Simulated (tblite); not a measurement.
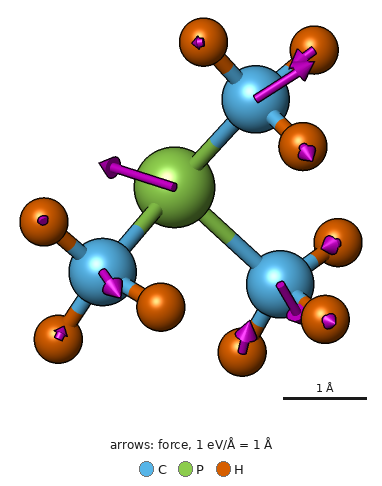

Starting geometry of C3H9P with the computed forces as purple arrows. The picture is a ball-and-stick view, seen at a tilt.

Computed with GFN2-xTB geometry optimisation, gas phase in tblite. 

### Is this structure relaxed? If not, where do the atoms go?

It isn't relaxed: the largest force vector, on the P atom, is 1.24 eV/Å. The final displacements follow the starting forces only in part (cosine between the two patterns 0.44). After 19 geometry steps the energy has fallen by 5.05 kJ/mol. The largest move after the best rigid fit is that of the P atom, 0.058 Å. Largest moves by element: P 0.058 Å, H 0.051 Å, C 0.021 Å. Near-neighbour distances that change, for instance: C–P 1.823 → 1.853 Å, C–H 1.103 → 1.088 Å, C–P 1.845 → 1.853 Å, C–H 1.084 → 1.089 Å. Among the angles between lasting bonds that change: C–P–C 100.1° → 97.9°, P–C–H 111.1° → 109.0°.
